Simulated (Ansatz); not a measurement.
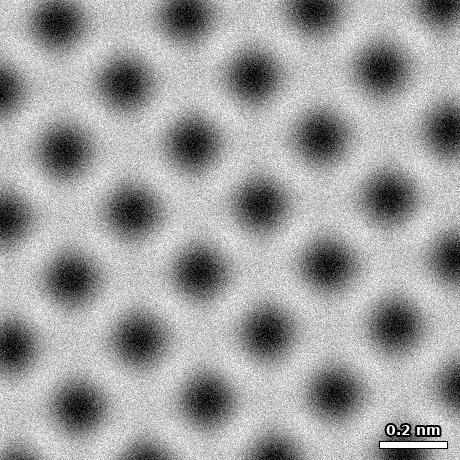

Phase-contrast TEM-like image of Ca (Fm-3m, No. 225) along [001]. Simulated in the weak-phase-object approximation with neutral-atom potentials: 80 kV, Cs = 40 µm, defocus −155 Å (negative is underfocus), defocus spread 8 Å, aperture 0.65 1/Å. Shot noise was added. Model: a calculation's starting geometry.

### Do the atom columns appear dark or bright, and why?

Dark. With positive Cs and underfocus sin χ is negative over the pass band, so the strongest columns (Ca) come out darker than the background.

### What point resolution do these settings give, and which lattice spacings pass?

About 1.5 Å (0.66 |Cs|^(1/4) λ^(3/4) with λ = 0.0418 Å). The spacings that carry visible contrast are {200} at 2.76 Å, {220} at 1.95 Å.
